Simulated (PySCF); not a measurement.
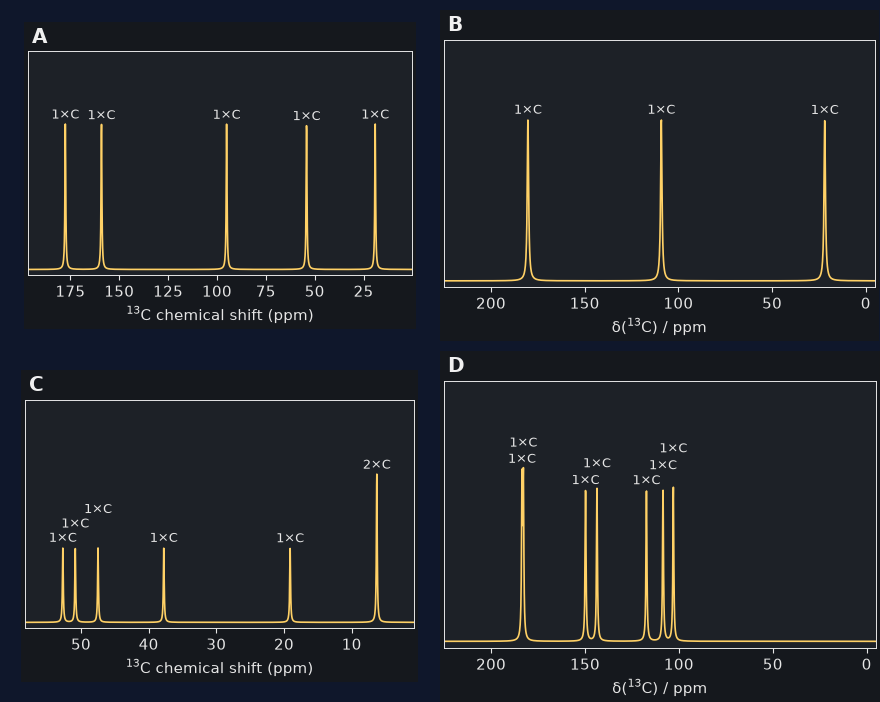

GIAO shifts, PBE0/pcSseg-1, PySCF 2.14.0, at a PBE0-D3(BJ)/def2-SVP geometry (no frequency check), against TMS for ¹³C computed at the same level. Gas phase, fully decoupled, line heights follow the number of nuclei, widths are arbitrary (no quadrupolar broadening); values of one conformer, averaged over methyl-type rotors and exact or near symmetry; other conformers aren't averaged in.

> Assign the panels.
1. C₇H₁₅NOSi, SMILES O[SiH2]N1CC[C@H](C2CC2)C1
2. C₅H₇FO₂, SMILES CO/C(C)=C\C(=O)F
3. C₇H₇BO₃, SMILES [BH2-]1OC=C(c2ccco2)C=[O+]1
4. C₃H₅Cl₃O₂Si, SMILES CC(=O)O[SiH2]C(Cl)(Cl)Cl

A: 2 (177.6 (1 C), 159.1 (1 C), 95.1 (1 C), 54.2 (1 C), 19.1 (1 C) ppm)
B: 4 (180.3 (1 C), 109.1 (1 C), 21.9 (1 C) ppm)
C: 1 (52.7 (1 C), 50.8 (1 C), 47.5 (1 C), 37.8 (1 C), 19.1 (1 C), 6.3 (2 C) ppm)
D: 3 (183.6 (1 C), 182.8 (1 C), 149.7 (1 C), 143.6 (1 C), 117.3 (1 C), 108.5 (1 C), 103.0 (1 C) ppm)
